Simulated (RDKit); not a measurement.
Property calculation of CH3ClOSb

CH3ClOSb, multiplicity 2, computed with EHT (RDKit 2026.09.1).

The geometry comes from this level: GFN2-xTB.

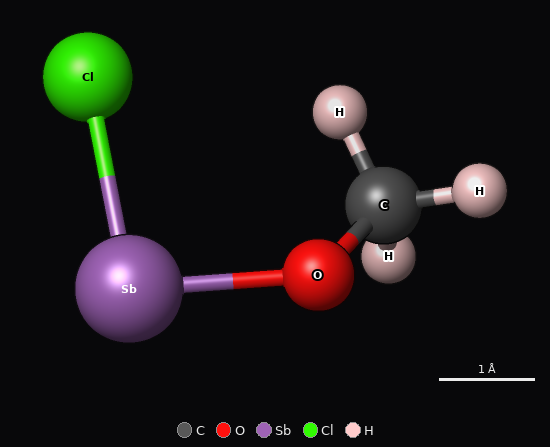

*The structure as given in the input (ball-and-stick view, seen at a tilt). Sticks mark near contacts.*

Bond lengths as drawn: Cl–Sb 2.38 Å, C–H 1.09 Å, C–O 1.40 Å and O–Sb 2.00 Å.

## Input file (run.py)
```python
# eht eht with RDKit
import json
import numpy as np
from rdkit import Chem
from rdkit.Chem import AllChem
from rdkit.Chem import rdDetermineBonds
from rdkit.Chem import rdEHTTools

m = Chem.MolFromXYZFile("mol.xyz")
symbols = [a.GetSymbol() for a in m.GetAtoms()]
start = m.GetConformer().GetPositions().copy()

ok, res = rdEHTTools.RunMol(m, keepOverlapAndHamiltonianMatrices=True)
if not ok:
    raise RuntimeError("the extended Hueckel run failed")
eps = np.array(res.GetOrbitalEnergies())
nel = res.numElectrons
homo = (nel + 1) // 2 - 1
print(f"{res.numOrbitals} orbitals, {nel} valence electrons, sum of one-electron energies {res.totalEnergy:.4f} eV")
for i in range(max(0, homo - 3), min(len(eps), homo + 4)):
    print(f"{i + 1:4d} {eps[i]:10.4f} eV", "(HOMO)" if i == homo else "(LUMO)" if i == homo + 1 else "")
q = np.array(res.GetAtomicCharges())
print("Mulliken charges:", " ".join(f"{a}{i + 1}={c:+.3f}" for i, (a, c) in enumerate(zip(symbols, q))))
op = res.GetReducedOverlapPopulationMatrix()
pairs = [(k, i, op[i * (i + 1) // 2 + k]) for i in range(len(symbols)) for k in range(i) if abs(op[i * (i + 1) // 2 + k]) > 0.1]
print("reduced overlap populations above 0.1")
for k, i, p in pairs:
    print(f"  {symbols[k]}{k + 1}-{symbols[i]}{i + 1} {p:7.3f}")
json.dump(dict(symbols=symbols, start=start.tolist(), energy=res.totalEnergy * 23.060548, homo=eps[homo], lumo=eps[homo + 1] if homo + 1 < len(eps) else None, orbital_energies=eps.round(4).tolist(), charges_mulliken=q.tolist(), bond_orders=[[k + 1, i + 1, round(p, 4)] for k, i, p in pairs], nel=nel), open("results.json", "w"))
```

## File mol.xyz
```
7

C     -0.523500     0.378500     0.583220
O      0.524530     0.939060    -0.147400
Sb     1.303470     0.098180    -1.786770
Cl     1.100160    -2.145480    -1.031890
H     -1.485730     0.553030     0.093230
H     -0.391910    -0.695130     0.732990
H     -0.527010     0.871830     1.556630
```

Hardware: 1 thread of Intel Xeon (Sapphire Rapids), 16 GiB of memory available, shared host.

Launched with:
```bash
python run.py
```

## What the program printed
```
19 orbitals, 25 valence electrons, sum of one-electron energies -455.0178 eV
  10   -14.2172 eV
  11   -14.0844 eV
  12   -13.2200 eV
  13   -10.5424 eV (HOMO)
  14    -3.8649 eV (LUMO)
  15     2.4007 eV
  16     5.0715 eV
Mulliken charges: C1=+0.364 O2=-0.933 Sb3=+0.660 Cl4=-0.128 H5=+0.012 H6=+0.017 H7=+0.008
reduced overlap populations above 0.1
  C1-O2   0.585
  O2-Sb3   0.401
  Sb3-Cl4   0.681
  C1-H5   0.788
  C1-H6   0.792
  C1-H7   0.792
```

## Key numbers

| quantity | value |
| --- | --- |
| outcome | converged |
| total energy | −16.721594 hartree |
| peak memory | 0.073 GiB |
